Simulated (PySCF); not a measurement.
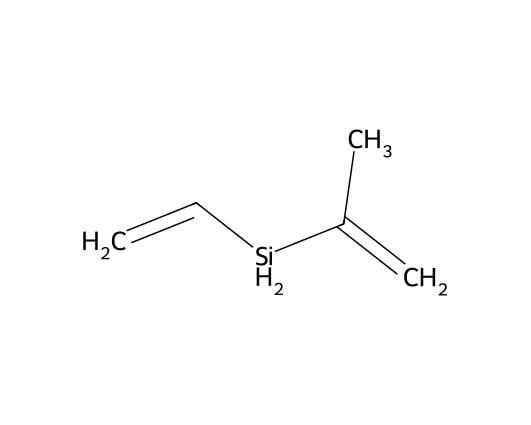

Structural formula above. Computed geometry: PBE0-D3(BJ)/def2-SVP optimisation. No frequency run is at hand to confirm it as a minimum.

Describe the 3D structure.

Formula C₅H₁₀Si. Its SMILES string is `C=C[SiH2]C(=C)C`. It has no ring. Among its groups: alkene, Si–H bond. The point group is C1. Coordination: 4 C trigonal planar; 1 Si tetrahedral; 1 C tetrahedral.

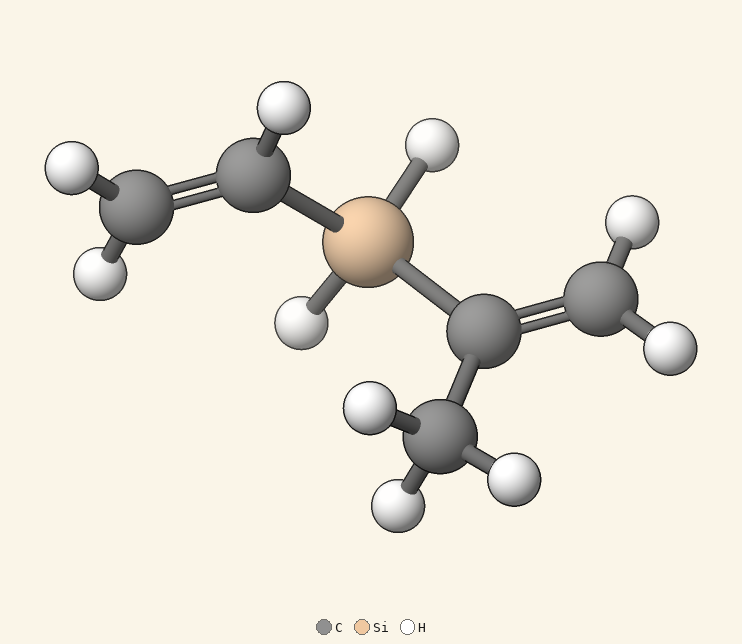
